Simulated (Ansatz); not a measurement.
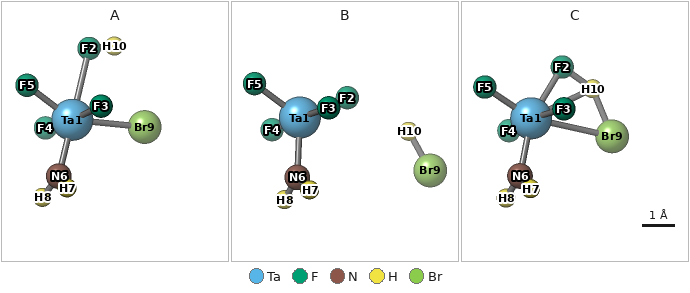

3 geometries from a converged minimum-energy path of TaNH$_{3}$BrF$_{4}$, made up at the start of TaNH₂F₄ and HBr, shuffled. The picture is a ball-and-stick view, seen at a tilt.

Level of theory: Ansatz, RHF/def2-SVP. Settings: 7 movable images; climbing image; force threshold 0.05 eV/Å; iteration limit 60; starting path through a guess of the saddle point.

> Which frame is the transition state?

C. In order along the path, whose images run from 0 to 8: B (image 0, 0.0 kcal/mol), C (image 5, +23.0 kcal/mol), A (image 8, +3.7 kcal/mol). Breaking: Br9–H10 (1.41 → 1.62 at the top → 2.72 Å). Forming: F2–H10 (2.34 → 1.23 at the top → 0.91 Å), Ta1–Br9 (4.78 → 2.89 at the top → 2.58 Å).

Limits of the set-up: the start holds two separate molecules, 2.3 Å apart at their closest, whose relative position is a soft coordinate and is computed without a dispersion correction; Hartree-Fock leaves out electron correlation.
